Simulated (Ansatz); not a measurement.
Sb (A7 type, space group R-3m)

```
CELL_PARAMETERS angstrom
      2.16065     1.24745     3.67987
     -2.16065     1.24745     3.67987
      0.00000    -2.49490     3.67987
ATOMIC_POSITIONS crystal
  Sb 0.23638 0.23638 0.23638
  Sb 0.76362 0.76362 0.76362
```

Equation-of-state scan: isotropic scaling of the cell above, V₀ being its volume. The atoms relax within the cell's symmetry.

These are PBE-D3(BJ) (plane waves to 420 eV, PAW, scalar-relativistic; Ansatz, a quantum-chemistry and plane-wave program) values and carry that method's errors. k mesh 13×13×13 (Γ-centred), Fermi-Dirac smearing 0.05 eV. The energy includes the smearing's −TS. With the shape held, the modulus is that of even scaling; a crystal free to change shape is softer. Sb was relaxed with its symmetry unable to fall. Spin-orbit coupling is left out, though Sb is heavy. The zero of ΔE is the relaxed starting cell.

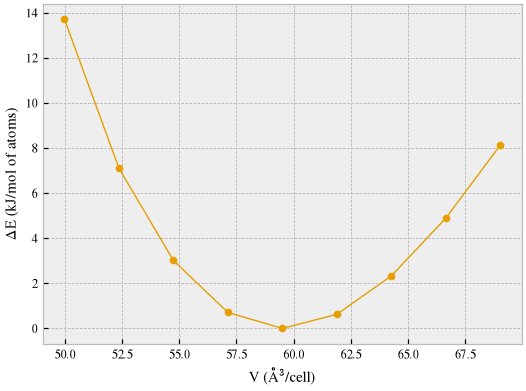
Figure: ΔE (kJ/mol of atoms) against V (Å³/cell); one marker a computed point.

The bulk modulus at fixed cell shape B₀ (third-order Birch-Murnaghan fit) is 45.0 GPa. The pressure at the smallest volume is 11.7 GPa and the equilibrium volume of the fit comes out as 29.75 Å³/atom. The energy cost of the largest expansion comes out as 84 meV/atom. The pressure derivative B₀′ (fit) comes out as 3.9.

Check by three points about V = 29.755 Å³/atom, step 2.380: d²E/dV² ≈ (31 − 2·0 + 24) meV / 2.380² = 0.00971 eV/Å⁶, and V·d²E/dV² × 160.2 = 46.3 GPa.

(A scan under strain: stresses follow from slopes of the energy per volume, elastic moduli from its curvatures.)
